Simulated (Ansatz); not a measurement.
# CH$_{5}$FSi$_{2}$: what the fields show

```csv
atom,x (Å),y (Å),z (Å)
C,-0.3577,1.6788,-0.9307
Si,0.4022,0.1202,-0.8093
Si,0.0571,-1.2012,1.0869
F,-0.7619,-2.6047,0.6963
H,-0.1979,2.3538,-1.7867
H,-1.0347,2.0495,-0.1447
H,1.3239,-0.3491,-1.9031
H,1.3546,-1.6272,1.7274
H,-0.7855,-0.4202,2.0638
```

These are results of RKS PBE/cc-pVDZ (Ansatz 0.2.0), not measurements.

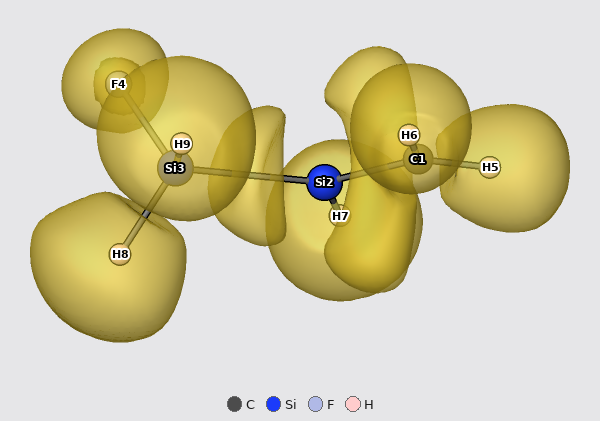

Figure 1. Isosurface of the electron localisation function at 0.75 (yellow), seen from one side. Core shells and regions of very low density are left out.

Where are the electrons localised?

The surface consists of one region between bonded C–Si atoms (shared pairs), one region between bonded Si–Si atoms (shared pairs), five regions around hydrogen nuclei and one region wrapped around F (its lone pairs, merged into a ring or cap).


Si–F (1.67 Å): the ELF peaks at about 0.85 in the valence shell of F, 0.6 Å from its nucleus, and is about 0.50 at the midpoint. C–Si (1.74 Å): the ELF peaks at about 0.90 between the atoms; localised, covalent bonding.

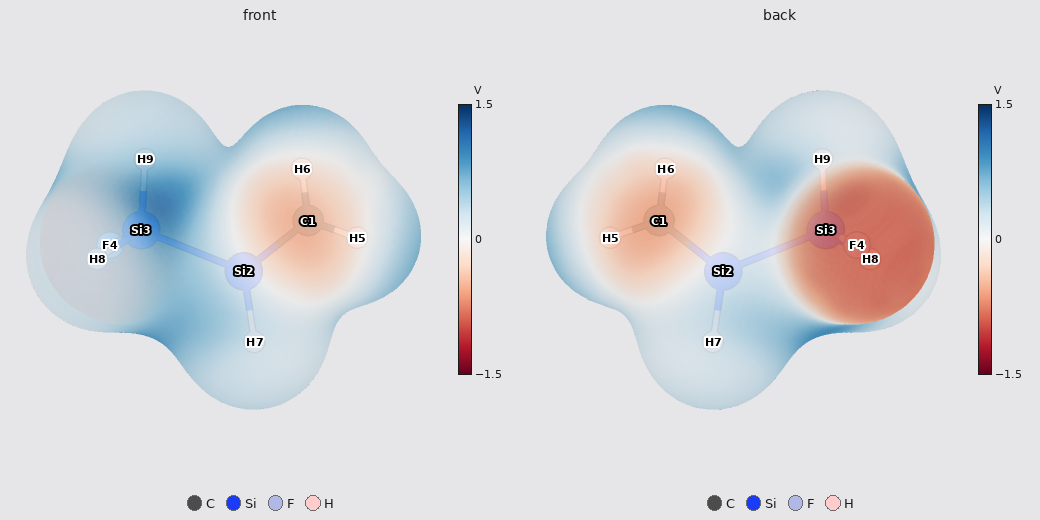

Figure 2. The molecular electrostatic potential painted on the density surface at 0.001 e/bohr³, seen from the front and from behind; the colour scale runs from red (negative) to blue (positive).

Where is the surface potential most negative and most positive?

The most negative region (about −0.9 V) lies over F4, the most positive (about +1.0 V) over Si3.

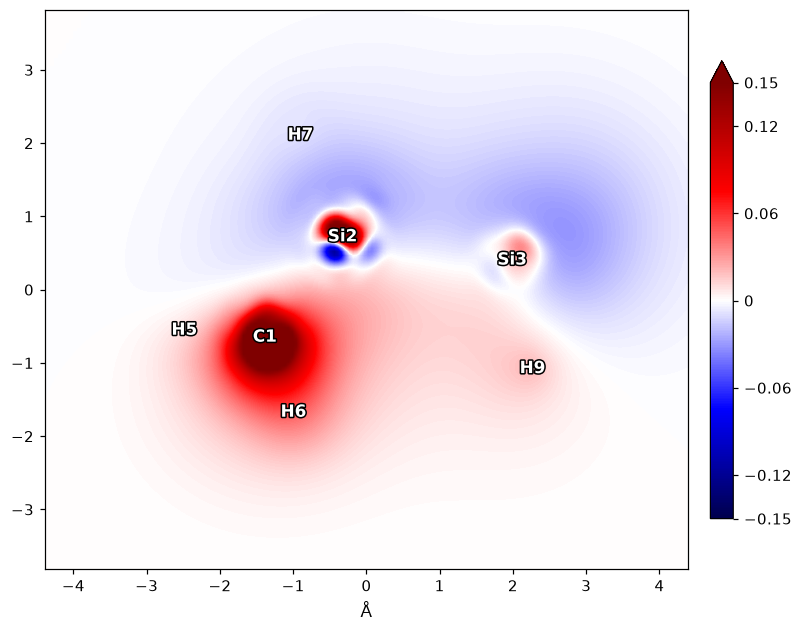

Figure 3. One frontier orbital on the plane of atoms Si2, Si3 and H9 (values in Å⁻³ᐟ²; the overall sign is arbitrary).

Which orbital is it: HOMO or LUMO?

The HOMO, at −5.81 eV. By Hirshfeld shares it lies mainly on C1 (about 45 %) and Si2 (about 40 %); π-bonding across C1–Si2.
